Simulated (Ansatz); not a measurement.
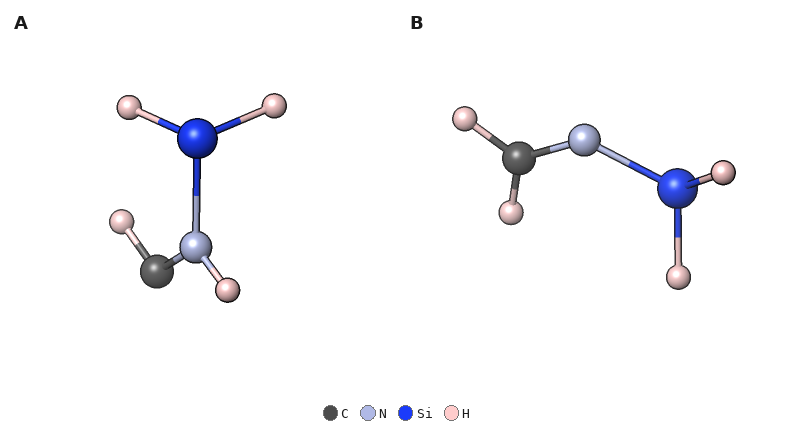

2 stationary structures of one formula. State: neutral, doublet. Geometries: PBE-D4/def2-SVP. Electronic energies: PBE-D4/def2-SVP (Ansatz 0.2.0), without zero-point energy. No frequency run is at hand to confirm each as a minimum. Each is one conformer, not always the lowest.

> Which is lowest in energy, and by how much?

B is lowest (C1); A lies 136.7 kJ/mol above it (C1).
